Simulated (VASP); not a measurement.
# A VASP study of GaSb2 (BEEF-vdW): structure first, properties next

Wanted: the relaxed cell of GaSb2 and its properties. The steps: rough relaxation of the start cell, full relaxation (BEEF-vdW), second relaxation, density, ELF and potential (BEEF-vdW), bands along the symmetry lines (BEEF-vdW), density of states (BEEF-vdW), field gradients at the nuclei (BEEF-vdW) and self-consistent run (BEEF-vdW), changed input. The cell is invented: other elements were put on sites of a known structure type. It may not be a known or stable phase. The atoms of the start are displaced at random from the sites of a P6/mmm cell.

Program: VASP 6.6.1. Level of theory: BEEF-vdW; plane waves and PAW (Ga_d, Sb); invented cell. Results are calculated unless marked as measured.

## Step 1: Starting point

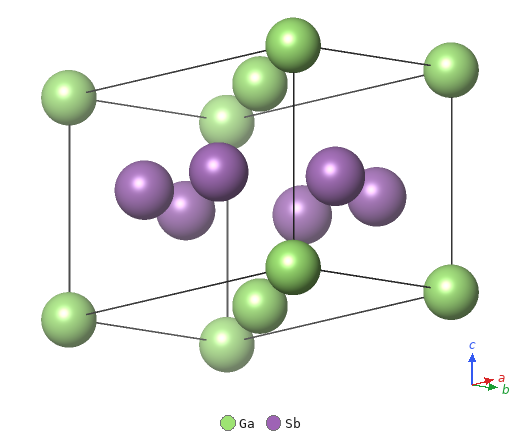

The cell as given, from a free direction (gallium green, antimony purple). This picture shows the conventional cell, with its axes. Some periodic images of atoms are drawn too.

Coordinates:

```cif
data_structure
_symmetry_space_group_name_H-M 'Cm'
_symmetry_Int_Tables_number 8
_cell_length_a 7.1211
_cell_length_b 4.1114
_cell_length_c 4.5565
_cell_angle_alpha 90.000
_cell_angle_beta 90.000
_cell_angle_gamma 90.000
_cell_volume 133.40
loop_
_atom_site_label
_atom_site_type_symbol
_atom_site_symmetry_multiplicity
_atom_site_Wyckoff_symbol
_atom_site_fract_x
_atom_site_fract_y
_atom_site_fract_z
_atom_site_occupancy
Ga1 Ga 2 a 0.99740 0.00000 0.99466 1
Sb1 Sb 2 a 0.66626 0.00000 0.50238 1
Sb2 Sb 2 a 0.83410 0.50000 0.49920 1
```

## Step 2: Rough relaxation of the start cell

The start is only an estimate, so a cheap relaxation brings it near a minimum before any careful run. BEEF-vdW is fitted to surface and molecular data. LUSE_VDW switches on a nonlocal correlation term for dispersion.

Input file INCAR:

```
SYSTEM = GaSb2
PREC = Normal
ENCUT = 400
EDIFF = 1E-05
NELM = 60
ISMEAR = -1
SIGMA = 0.05
LREAL = .FALSE.
ALGO = Fast
GGA = BF
LUSE_VDW = .TRUE.
ZAB_VDW = -1.8867
LASPH = .TRUE.
NBANDS = 17
LORBIT = 11
LWAVE = .FALSE.
LCHARG = .FALSE.
IBRION = 2
NSW = 40
ISIF = 3
EDIFFG = -0.04
```

Input file POSCAR:

```
GaSb2
1.0
    4.1113697900      0.0000000000      0.0000000000
   -2.0556849000      3.5605506800      0.0000000000
    0.0000000000      0.0000000000      4.5565498600
Ga Sb
1 2
Direct
    0.0009470000     -0.0026050000      0.0053390000
    0.3310750000      0.6652500000      0.4976210000
    0.6637510000      0.3336100000      0.5008040000
```

Input file KPOINTS:

```
Automatic mesh
0
Gamma
5 5 4
0 0 0
```

Potentials, in the order of the species: Ga_d and Sb (PBE family, release 64).

On the command line:

```bash
$ mpirun -np 1 vasp_std
```

The log of the run:

```text
[banner, memory and clock lines left out]
running    1 mpi-ranks, on    1 nodes
 distrk:  each k-point on    1 cores,    1 groups
 distr:  one band on    1 cores,    1 groups

 POSCAR found type information on POSCAR GaSb
 POSCAR found :  2 types and       3 ions

     **************************************************************************
     Initializing libbeef V0.1.3 with the BEEF-vdW functional.
     **************************************************************************

|                                                                             |
|               ----> ADVICE to this user running VASP <----                  |
|                                                                             |
|     You have switched on vdW-DFT.                                           |
|     This routine was written and supplied by Jiri Klimes. We recommend      |
|     that you carefully read and cite the following publications:            |
|       J. Klimes, D.R. Bowler, A. Michelides                                 |
|          J. Phys.: Cond Matt. 22 022201 (2010)                              |
|       J. Klimes, D.R. Bowler, A. Michelides                                 |
|          Phys. Rev. B. 83, 195131 (2011)                                    |
|     and references therein.                                                 |
|                                                                             |

|                                                                             |
|               ----> ADVICE to this user running VASP <----                  |
|                                                                             |
|     You enforced a specific xc type in the INCAR file but a different       |
|     [... a line on the potential file left out ...]
|     I HOPE YOU KNOW WHAT YOU ARE DOING!                                     |
|                                                                             |

 LDA part: xc-table for (Slater+PW92), standard interpolation
 POSCAR, INCAR and KPOINTS ok, starting setup
 FFT: planning ... GRIDC
 FFT: planning ... GRID_SOFT
 FFT: planning ... GRID
 WAVECAR not read
 entering main loop
       N       E                     dE             d eps       ncg     rms          rms(c)
DAV:   1     0.122001856568E+03    0.12200E+03   -0.91314E+03  1776   0.136E+03
DAV:   2     0.108134557808E+02   -0.11119E+03   -0.10917E+03  2089   0.288E+02
DAV:   3     0.290025486981E+01   -0.79132E+01   -0.77554E+01  2181   0.726E+01
DAV:   4     0.273969756964E+01   -0.16056E+00   -0.16017E+00  1991   0.107E+01
DAV:   5     0.273544792930E+01   -0.42496E-02   -0.42461E-02  2413   0.163E+00    0.626E+00
RMM:   6     0.286546266301E+01    0.13001E+00   -0.64905E-02  1760   0.216E+00    0.376E+00
RMM:   7     0.290093114511E+01    0.35468E-01   -0.54124E-02  1865   0.198E+00    0.642E-01
RMM:   8     0.290113068998E+01    0.19954E-03   -0.71038E-03  1998   0.759E-01    0.579E-02
RMM:   9     0.290130031936E+01    0.16963E-03   -0.98271E-04  1907   0.306E-01    0.260E-02
RMM:  10     0.290131163985E+01    0.11320E-04   -0.18547E-04  2058   0.126E-01    0.549E-03
RMM:  11     0.290130826603E+01   -0.33738E-05   -0.36794E-05  1365   0.582E-02
   1 F= 0.29013083E+01 E0= 0.29127562E+01  d E =0.290131E+01
 curvature:   0.00 expect dE= 0.000E+00 dE for cont linesearch  0.000E+00
 trial: gam= 0.00000 g(F)=  0.119E-01 g(S)=  0.282E+02 ort = 0.000E+00 (trialstep = 0.100E+01)
 search vector abs. value=  0.282E+02
 bond charge predicted
       N       E                     dE             d eps       ncg     rms          rms(c)
DAV:   1    -0.930948810937E+02   -0.95996E+02   -0.33571E+03  1991   0.118E+03    0.478E+01
RMM:   2    -0.246978367179E+02    0.68397E+02   -0.13193E+02  2050   0.103E+02    0.265E+01
RMM:   3    -0.273855175951E+01    0.21959E+02   -0.80942E+01  1903   0.779E+01    0.703E+00
RMM:   4    -0.585244097396E+00    0.21533E+01   -0.10658E+01  1852   0.288E+01    0.136E+00
RMM:   5    -0.357572575498E+00    0.22767E+00   -0.13451E+00  2059   0.963E+00    0.702E-01
RMM:   6    -0.291517926327E+00    0.66055E-01   -0.33466E-01  1913   0.490E+00    0.422E-01
RMM:   7    -0.295579236010E+00   -0.40613E-02   -0.81962E-02  2004   0.239E+00    0.299E-01
RMM:   8    -0.294821479419E+00    0.75776E-03   -0.14882E-02  2057   0.101E+00    0.137E-01
RMM:   9    -0.294767831308E+00    0.53648E-04   -0.40738E-03  1875   0.520E-01    0.337E-02
RMM:  10    -0.294845330449E+00   -0.77499E-04   -0.96396E-04  2132   0.239E-01    0.349E-02
RMM:  11    -0.294809464046E+00    0.35866E-04   -0.34058E-04  1846   0.148E-01    0.109E-02
RMM:  12    -0.294819494625E+00   -0.10031E-04   -0.13827E-04  1658   0.965E-02    0.303E-03
RMM:  13    -0.294823241703E+00   -0.37471E-05   -0.40893E-05  1202   0.419E-02
   2 F= -.29482324E+00 E0= -.27702847E+00  d E =-.319613E+01
[... from here on, the cycles between the ionic steps are left out ...]
   3 F= -.26524186E+01 E0= -.26448282E+01  d E =-.555373E+01
   4 F= -.26557913E+01 E0= -.26483585E+01  d E =-.555710E+01
   5 F= -.26855469E+01 E0= -.26783446E+01  d E =-.297556E-01
   6 F= -.27575975E+01 E0= -.27499186E+01  d E =-.101806E+00
   7 F= -.30067913E+01 E0= -.30029903E+01  d E =-.351000E+00
   8 F= -.65088022E-01 E0= -.53808624E-01  d E =0.259070E+01
   9 F= -.30813295E+01 E0= -.30762602E+01  d E =-.425538E+00
  10 F= -.30693308E+01 E0= -.30594353E+01  d E =-.413539E+00
  11 F= -.31380992E+01 E0= -.31253240E+01  d E =-.482308E+00
  12 F= -.31405111E+01 E0= -.31282511E+01  d E =-.484720E+00
  13 F= -.31574695E+01 E0= -.31475383E+01  d E =-.169584E-01
  14 F= -.31583210E+01 E0= -.31483764E+01  d E =-.178099E-01
  15 F= -.31671722E+01 E0= -.31572017E+01  d E =-.885114E-02
  16 F= -.31696541E+01 E0= -.31594881E+01  d E =-.113331E-01
  17 F= -.31698323E+01 E0= -.31595961E+01  d E =-.115113E-01
  18 F= -.31697962E+01 E0= -.31595811E+01  d E =-.114752E-01
  19 F= -.31699925E+01 E0= -.31597723E+01  d E =-.196287E-03
 ZBRENT: can't locate minimum, use default step
 trial-energy change:   -0.000196  1 .order   -0.000189   -0.000208   -0.000169
 step:   2.2252(harm=  2.9486)  dis= 0.00494  next Energy=    -3.170349 (dE=-0.552E-03)
 bond charge predicted
       N       E                     dE             d eps       ncg     rms          rms(c)
DAV:   1    -0.317074863719E+01   -0.75648E-03   -0.57357E-02  2016   0.158E+00    0.142E-01
RMM:   2    -0.317054134173E+01    0.20730E-03   -0.14414E-03  1880   0.340E-01    0.841E-02
RMM:   3    -0.317041825179E+01    0.12309E-03   -0.41946E-04  2191   0.179E-01    0.565E-03
RMM:   4    -0.317042378006E+01   -0.55283E-05   -0.66315E-05  1445   0.711E-02
  20 F= -.31704238E+01 E0= -.31602326E+01  d E =-.627581E-03
 curvature:  -1.24 expect dE=-0.193E-03 dE for cont linesearch -0.923E-04
 trial: gam=-0.15023 g(F)=  0.436E-04 g(S)=  0.113E-03 ort = 0.161E-03 (trialstep = 0.890E+00)
 search vector abs. value=  0.116E-03
 reached required accuracy - stopping structural energy minimisation
```

The job ended after 9 min (1 MPI rank of AMD EPYC 7R43, shared host; peak memory 0.24 GiB).

The logs omit lines about the potential files and the build; timing stands in the text.

From OUTCAR (step 2):

```text
ion  position               nearest neighbor table
   1  0.001  0.997  0.005-   2 3.25   3 3.27   3 3.27   2 3.27   2 3.27   3 3.29   3 3.29   3 3.30
                             2 3.30   2 3.32   3 3.32   2 3.32
   2  0.331  0.665  0.498-   3 2.37   3 2.38   3 2.38   1 3.25   1 3.27   1 3.27   1 3.30   1 3.32
                             1 3.32
   3  0.664  0.334  0.501-   2 2.37   2 2.38   2 2.38   1 3.27   1 3.27   1 3.29   1 3.29   1 3.30
                             1 3.32

  LATTYP: Found a hexagonal cell.
 ALAT       =     4.1113697900
 C/A-ratio  =     1.1082802309

 Subroutine GETGRP returns: Found  1 space group operations
 (whereof  1 operations were pure point group operations)

The static configuration has the point symmetry C_1 .

 Found     51 irreducible k-points:

   k-points           NKPTS =     51   k-points in BZ     NKDIM =     51   number of bands    NBANDS=     17

   dimension x,y,z NGX =    20 NGY =   20 NGZ =   24
   dimension x,y,z NGXF=    40 NGYF=   40 NGZF=   48

   ENCUT  =  400.0 eV  29.40 Ry    5.42 a.u.   6.70  6.70  7.43*2*pi/ulx,y,z

   NELECT =      23.0000    total number of electrons

 k-points in reciprocal lattice and weights: Automatic mesh
   0.00000000  0.00000000  0.00000000       0.010
   0.20000000  0.00000000  0.00000000       0.020
   0.00000000  0.20000000  0.00000000       0.020
  -0.20000000  0.20000000  0.00000000       0.020
   0.40000000  0.00000000  0.00000000       0.020
   0.00000000  0.40000000  0.00000000       0.020
  -0.40000000  0.40000000  0.00000000       0.020
   0.20000000  0.20000000  0.00000000       0.020
  -0.20000000  0.40000000  0.00000000       0.020
[...]
-0.20000000 -0.40000000  0.50000000       0.020
   0.40000000  0.40000000  0.50000000       0.020

 average (electrostatic) potential at core
       1 -64.4244       2 -86.9599       3 -86.9603

 E-fermi :   6.3980

 k-point     1 :       0.0000    0.0000    0.0000
  band No.  band energies     occupation
    ...
      8       1.6676      2.00000
      9       2.8928      2.00000
     10       2.9476      2.00000
     11       4.4930      2.00000
     12       4.5452      2.00000
     13       8.1829      0.00000
     14      11.8835      0.00000
     15      12.1466      0.00000
     16      13.4512      0.00000
     17      13.4631      0.00000

 k-point     2 :       0.2000    0.0000    0.0000
  band No.  band energies     occupation
    ...
      8       0.9007      2.00000
      9       2.3064      2.00000
     10       3.6100      2.00000
     11       5.6663      2.00000
     12       6.3735      1.24047
     13       8.4420      0.00000
     14      11.4445      0.00000
     15      11.5596      0.00000
     16      12.4349      0.00000
     17      12.5656      0.00000

 k-point     3 :       0.0000    0.2000    0.0000
  band No.  band energies     occupation
    ...
      8       0.8959      2.00000
      9       2.3008      2.00000
     10       3.6151      2.00000
     11       5.6714      2.00000
     12       6.3704      1.27002
     13       8.4416      0.00000
     14      11.4461      0.00000
     15      11.5634      0.00000
     16      12.4332      0.00000
     17      12.5660      0.00000

Total vdW correction in eV:      4.5979643

  Total        0.0196556     -0.0397969      0.0554808     -0.0307507      0.0025703     -0.0047117
  in kB        0.3903741     -0.7903935      1.1018884     -0.6107302      0.0510476     -0.0935769
  external PRESSURE =       0.2339564 kB  Pullay stress =       0.0000000 kB

  energy-cutoff  :      400.00
  volume of cell :       80.67
      direct lattice vectors                 reciprocal lattice vectors
     5.306796597 -0.002903840 -0.003554929     0.188497273  0.108991302  0.000055036
    -2.655920730  4.593334774  0.005100056     0.000119021  0.217775812 -0.000215508
    -0.002861707  0.003277584  3.310498711     0.000202232 -0.000218460  0.302069683

 POSITION                                       TOTAL-FORCE (eV/Angst)
 -----------------------------------------------------------------------------------
     -2.64335      4.58215      0.01393        -0.016444      0.007277     -0.001437
     -0.01110      3.05545      1.65190        -0.002070      0.006184      0.003078
      2.63404      1.53226      1.66377         0.018515     -0.013460     -0.001640
 -----------------------------------------------------------------------------------
    total drift:                                0.008237      0.000450     -0.000278

  FREE ENERGIE OF THE ION-ELECTRON SYSTEM (eV)
  ---------------------------------------------------
  free  energy   TOTEN  =        -3.1704237801 eV

  energy  without entropy=       -3.1500414371  energy(sigma->0) =       -3.16023261

Total vdW correction in eV:      4.5979574

 reached required accuracy - stopping structural energy minimisation

 total charge
# of ion       s       p       d       tot
------------------------------------------
    1        1.166   0.353   9.940  11.459
    2        1.238   1.094   0.037   2.370
    3        1.238   1.094   0.037   2.370
--------------------------------------------------
tot          3.643   2.542  10.014  16.199

[... 3 further parts left out ...]
```

CONTCAR:

```
GaSb2
   1.00000000000000
     5.3067965969754880   -0.0029038402645618   -0.0035549285552641
    -2.6559207302069927    4.5933347735801737    0.0051000560266821
    -0.0028617069550612    0.0032775844065736    3.3104987109378277
  Ga              Sb
     1     2
Direct
     0.0011512422569484    0.9975641071958240    0.0026713631562203
     0.3310168893607770    0.6650460276513833    0.4983198278516612
     0.6636048683822672    0.3336448651527901    0.5027728089921223
```

This run has no spin polarisation. Its electron count is odd, so without a moment it is a metal by construction. The k-mesh is coarse for a metal. This relaxation is a rough one on cheap settings, only to bring the start near its minimum. The PAW data sets were made with PBE, which is usual practice but a small mismatch for other functionals. After so large a change of volume the plane waves of the start cell no longer fit, so the final stress carries a basis-set error.

Relaxation path:

| step | energy less that of the first step (eV) | largest force (eV/Å) | pressure (GPa) | volume (Å³) |
| --- | --- | --- | --- | --- |
| 1 | 0.0000 | 0.3740 | 49.29 | 66.70 |
| 2 | -3.1961 | 0.0825 | -11.48 | 150.93 |
| 3 | -5.5537 | 0.0322 | -1.96 | 106.66 |
| 4 | -5.5571 | 0.0376 | -0.68 | 105.10 |
| 5 | -5.5869 | 0.0267 | -0.68 | 103.16 |
| 6 | -5.6589 | 0.0172 | -0.63 | 97.27 |
| 7 | -5.9081 | 0.0915 | 0.06 | 85.15 |
| 8 | -2.9664 | 0.4061 | 36.02 | 59.52 |
| 9 | -5.9826 | 0.1057 | 0.37 | 82.83 |
| 10 | -5.9706 | 0.1283 | 4.16 | 74.08 |
| 11 | -6.0394 | 0.0986 | 1.86 | 78.95 |
| 12 | -6.0418 | 0.1059 | 2.01 | 78.13 |
| 13 | -6.0588 | 0.0867 | 1.36 | 78.38 |
| 14 | -6.0596 | 0.0911 | 1.45 | 78.34 |
| 15 | -6.0685 | 0.0689 | 0.63 | 79.60 |
| 16 | -6.0710 | 0.0598 | 0.11 | 80.49 |
| 17 | -6.0711 | 0.0580 | -0.12 | 80.74 |
| 18 | -6.0711 | 0.0618 | 0.11 | 80.66 |
| 19 | -6.0713 | 0.0494 | 0.03 | 80.66 |
| 20 | -6.0717 | 0.0229 | 0.02 | 80.67 |

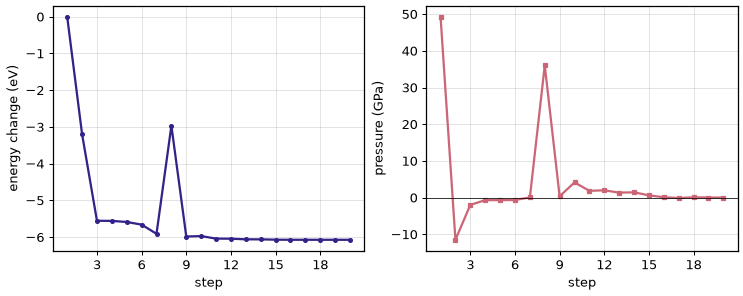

Energy and pressure along the relaxation.

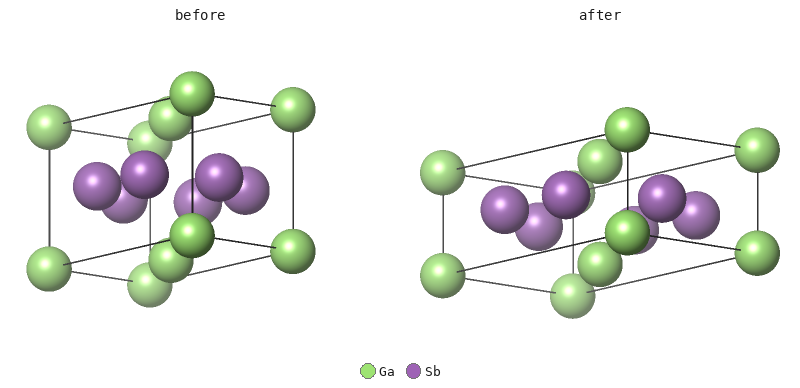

Before and after, at one scale.

| cell as run | before | after | change |
| --- | --- | --- | --- |
| a (Å) | 4.111 | 5.307 | +29.1 % |
| b (Å) | 4.111 | 5.306 | +29.1 % |
| c (Å) | 4.557 | 3.311 | -27.3 % |
| α (°) | 90.00 | 89.87 | -0.1 % |
| β (°) | 90.00 | 90.09 | +0.1 % |
| γ (°) | 120.00 | 120.07 | +0.1 % |
| volume (Å³/atom) | 22.23 | 26.89 | +20.9 % |

Final coordinates:

```
Ga Sb
1.0
     5.30680   -0.00290   -0.00355
    -2.65592    4.59333    0.00510
    -0.00286    0.00328    3.31050
Ga Sb
1 2
Cartesian
  0.0126 -0.0112 0.0088
  -0.0111 3.0555 1.6519
  2.6340 1.5323 1.6638
```

Numbers from this step:

| Item | Value |
| --- | --- |
| electrons | 23 |
| bands | 17 |
| irreducible k-points | 51 |
| symmetry operations | 1 |
| free energy (TOTEN) | -3.170 eV |
| energy at zero smearing | -3.160 eV |
| Fermi energy | 6.398 eV |
| pressure | 0.02340 GPa |
| metallic | yes |
| SCF cycles over all ionic steps | 159 |

It ends with a largest force of 0.023 eV/Å and a pressure of 0.02 GPa.

(Continued in part 2 of 4.)

[Lines on the potential files, build, host, timing and source positions are cut from VASP's logs without a mark.]

[Logs are printed without paths, hosts, clocks, repeated set-up lines and the standing remarks that a program may print on its own settings, such as how far it seeks lower states.]

[Hosts, paths, dates, database ids (printed as entryN), source tags and the programs' standing remarks are cut or masked in the printed files.]

[A measured line is paired with the nearest computed mode of its activity, which favours agreement.]
